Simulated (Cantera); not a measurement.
Charge: 1 mol CuO, 1.2 mol CH₄, 0.11 mol CO, equilibrated at 3.00 mbar.

Method: chemical equilibrium by Gibbs-energy minimisation in Cantera with the NASA 1993 tables (ideal gas, pure condensed phases). Candidate condensed phases: C, C₆H₆, C₇H₈, C₈H₁₈, Cu, CuO, Cu(OH)₂, Cu₂O, H₂O; 113 gas species. Kinetics and transport are ignored.

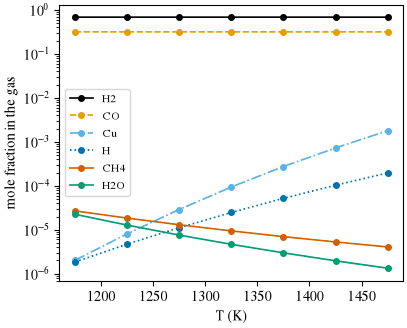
Figure: Equilibrium gas composition (values under 1e-9 drawn at 1e-9)

From 1175 K to 1325 K the condensed part is C(graphite) + Cu(s). From 1375 K to 1475 K the condensed part is C(graphite) + Cu(l). The main Cu-bearing gas is Cu throughout.
